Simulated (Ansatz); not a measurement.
CH$_{3}$ClMoO$_{3}$ (SMILES C[O][Mo](=[O])(=[O])[Cl])

Input

```
crystal:
  periodic: [false, false, false]
  atoms:
    - {symbol: C, position_ang: [-0.814845, 2.119235, -0.059977]}
    - {symbol: Cl, position_ang: [-0.929136, -2.295900, 1.749216]}
    - {symbol: Mo, position_ang: [-1.591171, -0.898902, 0.078171]}
    - {symbol: O, position_ang: [-0.938127, 0.787216, 0.344321]}
    - {symbol: O, position_ang: [-1.062881, -1.479770, -1.394904]}
    - {symbol: O, position_ang: [-3.257954, -0.850301, 0.001100]}
    - {symbol: H, position_ang: [-0.195568, 2.654682, 0.675845]}
    - {symbol: H, position_ang: [-1.805529, 2.599084, -0.109968]}
    - {symbol: H, position_ang: [-0.328323, 2.177872, -1.046927]}
basis:
  gaussian: {orbitals: def2-SVPD}
hamiltonian: {xc: {name: PBE0}}
output: {forces: true, orbitals: {seedname: orbitals}}
```

Command:

```sh
ansatz run input.yaml --threads 2 --pin off --max-ram 5220MiB --events-out events.jsonl --progress --plain --runs-dir runs
```

Geometry: PBE0-D4/def2-SVP; core potentials replace the inner electrons of Mo.

Theory: isolated molecule in a Gaussian basis; Kohn-Sham density functional theory, functional PBE0 in Ansatz.

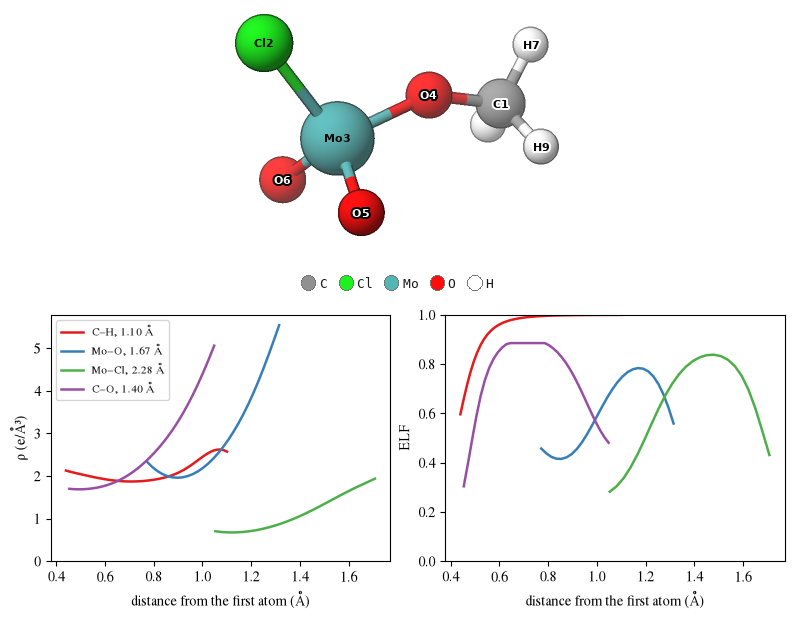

Figure 1. Electron density and ELF along straight lines between neighbouring atoms. The curves leave out the atomic cores. The structure is drawn too.

Compare the contacts.

Answer. C–H (1.10 Å): ρ is about 2 e/Å³ halfway; the ELF climbs to about 1 towards the hydrogen, as it does in any bond to H (an ordinary covalent bond to hydrogen).
Mo–O (1.67 Å): ρ is about 2 e/Å³ halfway; the ELF peaks at about 0.80 in the valence shell of O, 0.5 Å from its nucleus, and drops to about 0.40 between the two atoms.
Mo–Cl (2.28 Å): the density is about 0.67 e/Å³ at the midpoint; the ELF peaks at about 0.85 in the valence shell of Cl, 0.8 Å from its nucleus, and is about 0.40 at the midpoint.
C–O (1.40 Å): ρ at the midpoint is about 2 e/Å³, with its minimum of 1.7 e/Å³ about 0.5 Å from C; the ELF peaks at about 0.90 between the atoms: a shared but strongly polarised pair.

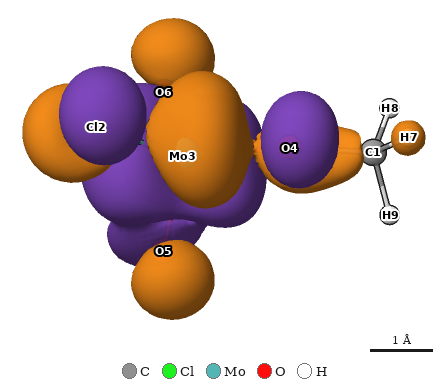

Figure 2. The LUMO at ±0.08 Å⁻³ᐟ² (orange and purple are the two phases), seen from one side.

What is the character of this orbital?

Answer. It lies mainly on Mo3 (about 60 %), O4 (about 10 %), Cl2 (about 10 %), O5 (about 10 %) and O6 (about 10 %). Its energy is −2.91 eV.
